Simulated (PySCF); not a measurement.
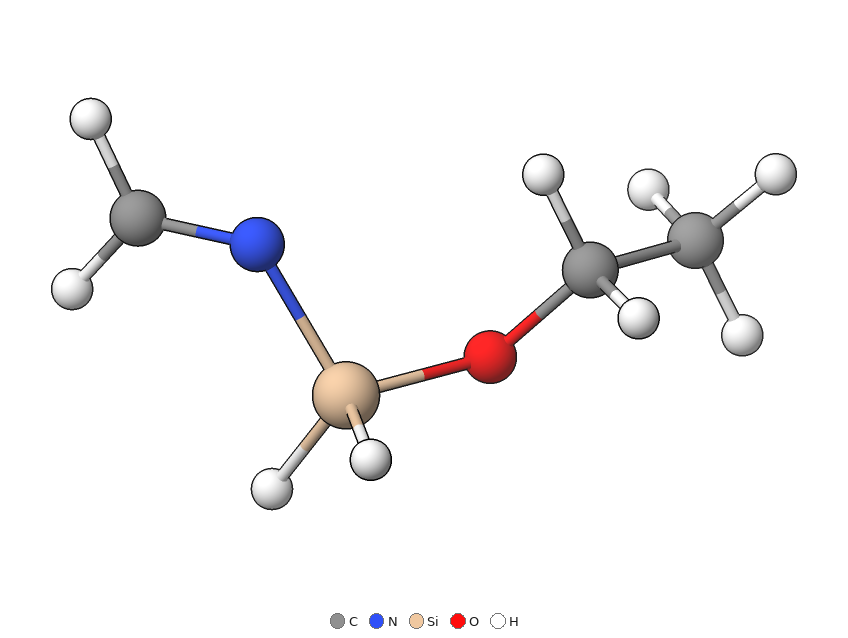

The computed structure is the end point of a PBE0-D3(BJ)/def2-SVP optimisation. No frequency run is at hand to confirm it as a minimum. Properties computed with PBE0/def2-SVPD, gas phase (PySCF 2.14.0). Excitations: vertical, linear response.

Q: Estimate the HOMO–LUMO gap.

A: 6.10 eV.

Q: Estimate the dipole moment.

A: 0.99 D.

Q: What is the HOMO energy (Kohn–Sham orbital)?

A: −7.18 eV.

Q: Give the brightest of the 10 lowest singlets at this level.

A: 7.44 eV.
